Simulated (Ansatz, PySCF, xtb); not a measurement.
Dissociation curve of SO, triplet.

- UKS-PBE = unrestricted PBE/cc-pVDZ in Ansatz (a quantum-chemistry and plane-wave program)
- GFN1-xTB (xtb)
- UKS-r2SCAN = PySCF 2.14.0 with unrestricted r2SCAN/cc-pVDZ

Energies are in kcal/mol, each relative to the lowest point of its own curve near equilibrium.

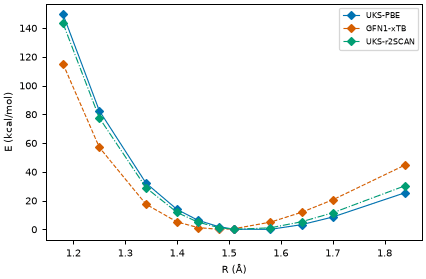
Energy against bond length for each method.

| R / Å | UKS-PBE | GFN1-xTB | UKS-r2SCAN |
|---|---|---|---|
| 1.18 | 149.5 | 115.0 | 143.2 |
| 1.25 | 82.5 | 57.0 | 77.5 |
| 1.34 | 32.1 | 17.4 | 28.9 |
| 1.40 | 13.8 | 5.2 | 11.7 |
| 1.44 | 6.4 | 1.3 | 5.0 |
| 1.48 | 1.9 | 0.0 | 1.3 |
| 1.51 | 0.1 | 0.4 | 0.0 |
| 1.58 | 0.0 | 5.0 | 1.1 |
| 1.64 | 3.2 | 11.9 | 5.3 |
| 1.70 | 8.6 | 20.5 | 11.5 |
| 1.84 | 25.5 | 44.8 | 30.4 |

At the longest distance, 1.84 Å, GFN1-xTB lies highest above its minimum (44.8 kcal/mol) and UKS-PBE lowest (25.5 kcal/mol).

The scan ran from 1.18 to 5.96 Å; beyond the distances shown one of the unrestricted levels run for this scan, shown here or not, changes its spin distribution in one step.
